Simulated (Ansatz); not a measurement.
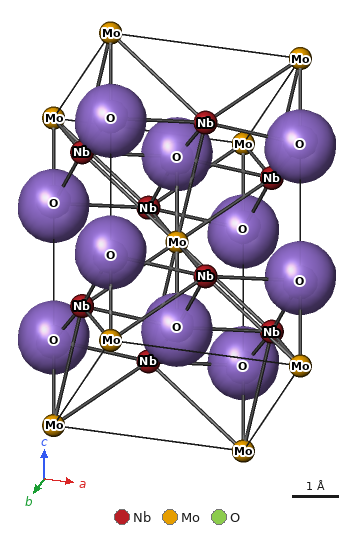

The picture shows: Nb2MoO2. Isosurface of the ELF at 0.7 (purple), seen at an oblique angle. Core shells and regions of very low density are left out. Sticks mark near contacts.

Space group I4/mmm; started from the ThCr2Si2_139 prototype, which need not be the ambient phase; computed without spin polarisation.

All numbers below come from DFT PBE, scalar-relativistic, plane waves, PAW (Ansatz).

Core electrons are frozen (PAW), and the valence fields are smoothed inside the atomic spheres.

Input

```
crystal:
  lattice:
    - [-2.1565818663, 2.1565818663, 3.7398278117]
    - [2.1565818663, -2.1565818663, 3.7398278117]
    - [2.1565818663, 2.1565818663, -3.7398278117]
  atoms:
    - { symbol: Nb, position: [0.25, 0.75, 0.5] }
    - { symbol: Nb, position: [0.75, 0.25, 0.5] }
    - { symbol: Mo, position: [0.0, 0.0, 0.0] }
    - { symbol: O, position: [0.7224473528, 0.7224473528, 0.0] }
    - { symbol: O, position: [0.2775526472, 0.2775526472, 0.0] }
basis:
  ecutwfc: 420
kpoints:
  mp_grid: { grid: [12, 12, 12] }
hamiltonian:
  xc: pbe
scf:
  occupations: { method: gaussian, width: 0.1 }
output:
  forces: true
  stress: true
  eigenvalues: true
  write_density: true
  write_potential: true
  elf: true
  volumetric_format: npy
relax:
  adjacent_minimum: "off"
  f_tol: 0.01
  max_steps: 80
  cell: { stress_tol: 0.05 }
```

Launched as:

```sh
ansatz run input.yaml --threads 1 --pin off --max-ram 2560MiB --backend cpu --events-out ev --progress --plain --runs-dir out
```

Below, planes, directions and counts refer to the conventional cell (a = 4.31 Å, b = 4.31 Å, c = 7.49 Å, α = 90.00°, β = 90.00°, γ = 90.00°).

Question: Describe the localisation domains.

Answer: The surface consists of four regions wrapped around O (the valence shell of each), counted in one cell of 10 atoms. Regions shared between cells count once. Along the contacts the grid gives the following. Mo–O (2.08 Å): the ELF peaks at about 0.80 in the valence shell of O, 0.6 Å from its nucleus, and drops to about 0.15 between the two atoms: no localised pair shows between them. Nb–O (2.17 Å): the ELF peaks at about 0.80 in the valence shell of O, 0.6 Å from its nucleus, and drops to about 0.10 between the two atoms: no localised pair shows between them.
